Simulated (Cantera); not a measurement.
Charge: 1 mol Cu2O, 2.5 mol H2, equilibrated at 9.75 Torr.

Cantera equilibrium calculation (NASA polynomials, part measured and part estimated; ideal gas, pure solids and liquids). Candidate condensed phases: Cu, CuO, Cu(OH)2, Cu2O, H2O; 12 gas species. The numbers say what is thermodynamically allowed, not how fast it happens.

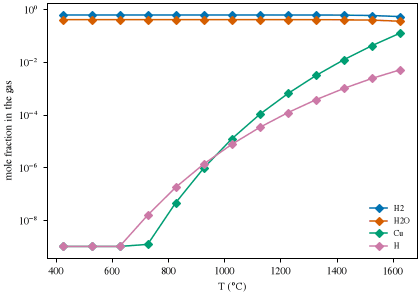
Figure: Equilibrium gas composition (values under 1e-9 drawn at 1e-9)

From 427 °C to 1027 °C the condensed part is Cu(s). From 1127 °C to 1627 °C the condensed part is Cu(l).
